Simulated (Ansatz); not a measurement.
Geometry relaxation of Si2NH9 (part 2 of 2)

Si2NH9; RKS B3LYP-D4/6-31G* (Ansatz 0.2.0). The input holds or restrains some coordinates. Forces given for the steps count only the free coordinates. It belongs to a series of runs on one base structure; here: pulled along the bonds that form and break, towards end B.

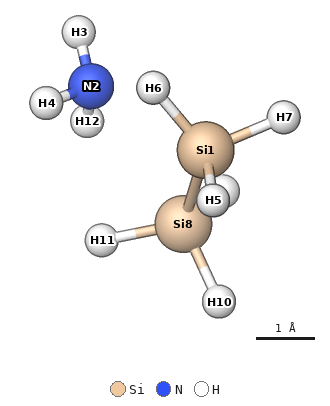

Fig. 1: The geometry at step 11 of the log (ball-and-stick view, seen at a tilt; atoms are numbered from 1 in the order of the input).

Trajectory as extended XYZ, continued
```
12
Properties=species:S:1:pos:R:3:forces:R:3 step=5 energy=-17389.31742
Si    0.1940   -0.2929   -0.3569   -0.8600   1.5066   0.7800
N     0.0197    0.0534    2.5934   -4.6300  -5.2814  -3.0101
H    -0.9604   -0.0943    2.9301    1.6278   1.5808   0.5274
H     0.7554    0.5079    2.9178    3.0270   3.9890   2.9848
H     1.5077    0.1470   -0.8313    0.2119   0.4583  -1.6405
H    -0.6085    1.0614   -0.3495    0.6430  -1.0685   0.7638
H    -0.8402   -1.2381   -0.7957   -0.3777  -0.0465  -1.5253
Si    1.3439   -2.0577    0.4977    0.1112  -0.3511   3.4496
H     0.5116   -3.2895    0.6139    0.1519  -0.2141  -0.3819
H     2.6448   -2.2067   -0.1406    0.3888  -0.3044  -0.5900
H     1.7379   -1.8859    2.0213    0.0820  -0.3028  -1.0795
H     0.4053   -0.8934    2.6224   -0.3759   0.0340  -0.2782
12
Properties=species:S:1:pos:R:3:forces:R:3 step=6 energy=-17390.40198
Si    0.2284   -0.3402   -0.3708   -0.8501   1.6362  -0.5793
N    -0.0358    0.0079    2.6203    4.5826  -0.8147  -0.6268
H    -0.9399   -0.0220    2.9809   -1.7033   1.1541   1.4384
H     0.7614    0.6653    2.9988   -2.9028  -1.3797  -0.4000
H     1.5082    0.2024   -1.0182   -0.7223  -0.2233  -0.7388
H    -0.5639    0.9884   -0.2636    0.5405  -0.8849   0.6883
H    -0.8698   -1.2194   -0.9688    0.5561   0.3902  -0.7296
Si    1.3506   -2.0522    0.5598    0.6516  -1.0404   1.4760
H     0.5281   -3.3138    0.5833    0.2018   0.1297  -0.2072
H     2.6466   -2.2301   -0.1760   -0.2858  -0.1407  -0.1056
H     1.7717   -1.9136    1.9913    0.1773  -0.0652  -0.0716
H     0.3257   -0.9613    2.7858   -0.2457   1.2387  -0.1438
12
Properties=species:S:1:pos:R:3:forces:R:3 step=7 energy=-17391.20596
Si    0.2466   -0.3528   -0.3813   -0.5822   1.2200  -1.3329
N    -0.0133    0.0002    2.6109    0.5876  -0.7392   0.5844
H    -0.9397    0.0648    3.0456    0.3947   0.4018   0.0652
H     0.6631    0.6651    3.0501   -0.9586  -0.6584  -0.2230
H     1.4429    0.2030   -1.2057   -0.8596  -0.4027  -0.0238
H    -0.5272    0.9315   -0.1285    0.3773  -0.6286   0.4670
H    -0.8185   -1.1803   -1.1410    0.7291   0.4631  -0.0875
Si    1.3564   -2.0510    0.6354    0.5783  -1.0210  -0.1102
H     0.5451   -3.3200    0.5713    0.1406   0.2207   0.0217
H     2.6107   -2.2498   -0.1892   -0.3529  -0.0637   0.1550
H     1.8202   -1.9370    2.0186    0.2225   0.0381   0.4680
H     0.3250   -0.9624    2.8364   -0.2767   1.1699   0.0163
12
Properties=species:S:1:pos:R:3:forces:R:3 step=8 energy=-17391.49189
Si    0.2753   -0.3576   -0.4203   -0.6671   1.2221  -1.3455
N    -0.0552   -0.0739    2.5907   -1.1175  -0.5204   1.3008
H    -0.9111    0.1503    3.1648    1.0128  -0.2516  -0.7387
H     0.6564    0.5857    2.9046    0.0898  -0.0478   0.0152
H     1.3482    0.1716   -1.3640   -0.3585  -0.1210   0.1606
H    -0.4705    0.8652    0.0370    0.2878  -0.4222   0.0860
H    -0.7137   -1.1201   -1.2884    0.2835   0.2002   0.1578
Si    1.3538   -2.0022    0.6809    0.7549  -1.0889  -0.0242
H     0.5472   -3.2612    0.6053   -0.0023   0.0966   0.1268
H     2.5677   -2.2411   -0.1696   -0.0749  -0.0964   0.1113
H     1.8555   -1.8938    2.0693    0.0695   0.0987   0.1126
H     0.2575   -1.0116    2.9124   -0.2781   0.9306   0.0375
12
Properties=species:S:1:pos:R:3:forces:R:3 step=9 energy=-17391.60812
Si    0.3141   -0.3505   -0.4312   -0.6307   1.1075  -1.0447
N    -0.1260   -0.0804    2.5613   -0.1793  -0.6539   0.9709
H    -0.9513    0.1472    3.1372    0.3410  -0.1456  -0.2735
H     0.6124    0.5507    2.8808   -0.0371  -0.0473  -0.0618
H     1.2932    0.2186   -1.4170    0.0016  -0.0267   0.0543
H    -0.3767    0.8016    0.2015    0.1456  -0.1396  -0.1345
H    -0.6911   -1.0572   -1.2943    0.0306   0.0043   0.0955
Si    1.3882   -2.0000    0.6717    0.7876  -1.0619   0.1607
H     0.5223   -3.2186    0.7495   -0.0028   0.1246   0.1313
H     2.5374   -2.3762   -0.2078   -0.0249  -0.0803   0.0015
H     2.0032   -1.7988    2.0147   -0.0791   0.1287  -0.0065
H     0.1854   -1.0254    2.8563   -0.3525   0.7901   0.1068
12
Properties=species:S:1:pos:R:3:forces:R:3 step=10 energy=-17391.69108
Si    0.3413   -0.3098   -0.4566   -0.4640   0.7846  -1.0067
N    -0.1483   -0.1964    2.5443    0.7845  -0.8068   0.7658
H    -0.9630    0.0485    3.0969   -0.2504  -0.0115   0.1283
H     0.5669    0.5092    2.7742   -0.2800  -0.2963  -0.1319
H     1.2950    0.2467   -1.4672    0.0502   0.0257   0.0167
H    -0.3018    0.8280    0.2287    0.0604   0.0528  -0.0921
H    -0.6849   -1.0099   -1.2903   -0.0714   0.0271   0.0667
Si    1.3887   -1.9593    0.6728    0.7183  -1.1608   0.4074
H     0.4614   -3.1285    0.9120    0.1565   0.3272   0.0270
H     2.4898   -2.4825   -0.2126   -0.1553   0.0176   0.1299
H     2.0401   -1.6423    1.9880   -0.0112   0.0090  -0.2380
H     0.2260   -1.0925    2.9326   -0.5378   1.0313  -0.0732
12
Properties=species:S:1:pos:R:3:forces:R:3 step=11 energy=-17391.76408
Si    0.3665   -0.2821   -0.4673   -0.4012   0.7456  -0.9771
N    -0.1845   -0.3049    2.5231    0.9772  -0.7335   0.7583
H    -1.0044   -0.0647    3.0700   -0.2572  -0.0406   0.1139
H     0.4854    0.4643    2.6709   -0.2935  -0.3195  -0.0726
H     1.3065    0.2385   -1.5076    0.0469   0.0176  -0.0269
H    -0.2069    0.8942    0.2164    0.0596   0.0783  -0.0026
H    -0.7191   -0.9456   -1.2529   -0.0423   0.0102   0.0928
Si    1.4024   -1.9201    0.6916    0.6285  -1.2685   0.4878
H     0.4170   -3.0129    1.0653    0.3085   0.3673  -0.0516
H     2.4291   -2.5727   -0.2101   -0.2319   0.1134   0.1782
H     2.1595   -1.5455    1.9417   -0.1220   0.0014  -0.3010
H     0.2597   -1.1372    2.9816   -0.6726   1.0283  -0.1992
12
Properties=species:S:1:pos:R:3:forces:R:3 step=12 energy=-17391.83214
Si    0.3978   -0.2544   -0.4835   -0.4964   0.7361  -0.8983
N    -0.1761   -0.3967    2.4905    0.3520  -0.3543   1.1061
H    -1.0759   -0.2045    2.9531    0.2985  -0.1908  -0.2067
H     0.4145    0.4230    2.6887   -0.2382  -0.2675  -0.1129
H     1.3043    0.1928   -1.5922   -0.0401  -0.0201   0.0179
H    -0.0504    0.9775    0.2230    0.0991  -0.0780  -0.0904
H    -0.7818   -0.8854   -1.1648    0.0423   0.1322   0.1102
Si    1.4007   -1.8920    0.7032    0.6632  -1.0787   0.6030
H     0.4113   -2.9195    1.2164    0.3266   0.3108  -0.1566
H     2.3583   -2.6412   -0.2017   -0.1898   0.1326   0.2047
H     2.2305   -1.4104    1.8754   -0.1432  -0.1416  -0.3443
H     0.2781   -1.1780    3.0148   -0.6740   0.8194  -0.2328
12
Properties=species:S:1:pos:R:3:forces:R:3 step=13 energy=-17391.89842
Si    0.4159   -0.2544   -0.4828   -0.5107   0.8153  -0.8509
N    -0.2101   -0.4227    2.4774    0.3086  -0.3794   0.8839
H    -1.1345   -0.2809    2.8984    0.1725  -0.1241  -0.1469
H     0.3333    0.4152    2.7081   -0.1356  -0.1426  -0.0785
H     1.2474    0.0933   -1.6844   -0.0379  -0.0237   0.0562
H     0.1435    1.0266    0.2261    0.0693  -0.0465  -0.0864
H    -0.8690   -0.7887   -1.0430    0.0752   0.0756   0.1497
Si    1.4313   -1.8759    0.7135    0.6142  -0.9987   0.3664
H     0.4645   -2.8905    1.2485    0.1561   0.1376  -0.0581
H     2.3594   -2.6394   -0.1926   -0.0453   0.0552   0.1149
H     2.2820   -1.3787    1.8475   -0.0884  -0.0495  -0.1595
H     0.2476   -1.1927    3.0061   -0.5781   0.6807  -0.1908
12
Properties=species:S:1:pos:R:3:forces:R:3 step=14 energy=-17391.94338
Si    0.4328   -0.2420   -0.4796   -0.6673   0.8451  -0.8376
N    -0.2274   -0.4298    2.4660    0.1847  -0.3882   0.6020
H    -1.1784   -0.3540    2.8329    0.0746  -0.0311  -0.1049
H     0.2660    0.4143    2.7618   -0.0701  -0.0566  -0.0409
H     1.1891    0.0077   -1.7617   -0.1474  -0.0398   0.1376
H     0.3162    1.0889    0.1997    0.0805  -0.2102  -0.1142
H    -0.9436   -0.7151   -0.8789    0.2637   0.1622   0.1051
Si    1.4496   -1.8758    0.6978    0.6988  -0.7946   0.3542
H     0.5045   -2.8786    1.2545   -0.0364  -0.0218   0.0110
H     2.3985   -2.6539   -0.1590   -0.0007   0.0153  -0.0355
H     2.2811   -1.3417    1.8141    0.0322  -0.0110   0.0251
H     0.2227   -1.2088    2.9750   -0.4126   0.5307  -0.1018
12
Properties=species:S:1:pos:R:3:forces:R:3 step=15 energy=-17391.98572
Si    0.4445   -0.2405   -0.4732   -0.5297   0.7792  -0.6581
N    -0.2546   -0.4281    2.4611    0.2913  -0.4565   0.4640
H    -1.2348   -0.4219    2.7469    0.0993  -0.0202  -0.0435
H     0.1730    0.4249    2.8261   -0.0833  -0.1099  -0.0262
H     1.0806   -0.0944   -1.8258   -0.0561  -0.0144   0.0467
H     0.5109    1.1083    0.1583    0.0176  -0.0708  -0.0342
H    -0.9821   -0.6132   -0.7210    0.0816   0.0707   0.0548
Si    1.4850   -1.8656    0.6991    0.6558  -0.8238   0.2663
H     0.5412   -2.8713    1.2580   -0.0075  -0.0152   0.0158
H     2.4276   -2.6390   -0.1699    0.0059   0.0074   0.0064
H     2.3173   -1.3290    1.8128    0.0144  -0.0029   0.0301
H     0.2024   -1.2191    2.9503   -0.4891   0.6563  -0.1220
12
Properties=species:S:1:pos:R:3:forces:R:3 step=16 energy=-17391.99363
Si    0.4564   -0.2411   -0.4741   -0.6536   0.9216  -0.5999
N    -0.2610   -0.4077    2.4548    0.0778  -0.2850   0.5743
H    -1.2720   -0.4981    2.6306    0.4977   0.0693  -0.0440
H     0.0674    0.4445    2.9334   -0.2163  -0.4618  -0.2153
H     0.9717   -0.1737   -1.8892   -0.0823  -0.0158   0.1514
H     0.6761    1.1150    0.1219   -0.0017  -0.1611  -0.1098
H    -1.0185   -0.5093   -0.5631    0.2317   0.0486   0.0000
Si    1.5145   -1.8647    0.6838    0.6868  -0.8989   0.4005
H     0.5734   -2.8694    1.2591   -0.0002   0.0149  -0.0202
H     2.4712   -2.6521   -0.1586   -0.0338   0.0435  -0.0138
H     2.3293   -1.3188    1.8081    0.0098  -0.0022  -0.0180
H     0.2027   -1.2132    2.9160   -0.5159   0.7270  -0.1051
12
Properties=species:S:1:pos:R:3:forces:R:3 step=17 energy=-17392.00343
Si    0.4681   -0.2320   -0.4617   -0.5352   0.7354  -0.5938
N    -0.2807   -0.4304    2.4564    0.3845  -0.5481   0.3620
H    -1.2814   -0.5443    2.6029   -0.0219  -0.0241  -0.0163
H     0.0007    0.4175    2.9435    0.0082   0.0387   0.0204
H     0.9024   -0.2750   -1.8942    0.0215   0.0058  -0.0079
H     0.7952    1.1357    0.0205   -0.0158   0.0255   0.0516
H    -1.0071   -0.4220   -0.4854   -0.0093   0.0144   0.0321
Si    1.5232   -1.8450    0.7121    0.6107  -0.8079   0.2050
H     0.5841   -2.8690    1.2526    0.0234   0.0031   0.0239
H     2.4569   -2.5823   -0.1921    0.0635  -0.0702   0.0395
H     2.3609   -1.3234    1.8305   -0.0355  -0.0053   0.0062
H     0.1888   -1.2186    2.9375   -0.4942   0.6328  -0.1228
```

This output came from the following input.

Input file
```yaml
crystal:
  periodic: [false, false, false]
  atoms:
    - { symbol: Si, position_ang: [0.0, 0.0, 0.0] }
    - { symbol: "N", position_ang: [0.0, 0.0, 2.17] }
    - { symbol: H, position_ang: [-0.877, -0.2713, 2.7] }
    - { symbol: H, position_ang: [0.877, 0.2713, 2.7] }
    - { symbol: H, position_ang: [1.3768, 0.0, -0.4862] }
    - { symbol: H, position_ang: [-0.6877, 1.1914, -0.4862] }
    - { symbol: H, position_ang: [-0.6877, -1.1914, -0.4862] }
    - { symbol: Si, position_ang: [1.3153, -1.9973, 0.7946] }
    - { symbol: H, position_ang: [0.4966, -3.1999, 0.6724] }
    - { symbol: H, position_ang: [2.5185, -2.1437, -0.0193] }
    - { symbol: H, position_ang: [1.6939, -1.807, 2.1918] }
    - { symbol: H, position_ang: [0.6855, -1.0409, 1.9718] }
basis:
  gaussian: { orbitals: "6-31G*" }
hamiltonian:
  xc: b3lyp
  dispersion: d4
relax:
  f_tol: 0.15
  max_steps: 25
  restrain:
    - { distance: [0, 7], at: 2.22, k: 30.0 }
    - { distance: [11, 1], at: 1.06, k: 30.0 }
    - { distance: [0, 1], at: 3.02, k: 30.0 }
    - { distance: [11, 7], at: 2.66, k: 30.0 }
```

Launch command:
```bash
ansatz run input.yaml --threads 1 --pin off --max-ram 2048MiB --backend cpu --events-out ev --progress --plain --runs-dir out
```

Key numbers

| quantity | value |
| --- | --- |
| outcome | converged under the restraints of the input |
| total energy | −17392.0037 eV |
| mean-field energy | −17391.6397 eV |
| largest force (length of the vector) at the end, held atoms and coordinates included | 1.086 eV/Å |
| hardware | 1 thread of Arm Neoverse V2, 24 GiB of memory available, shared host |
| wall time | 56 s |
| peak memory | 0.14 GiB |
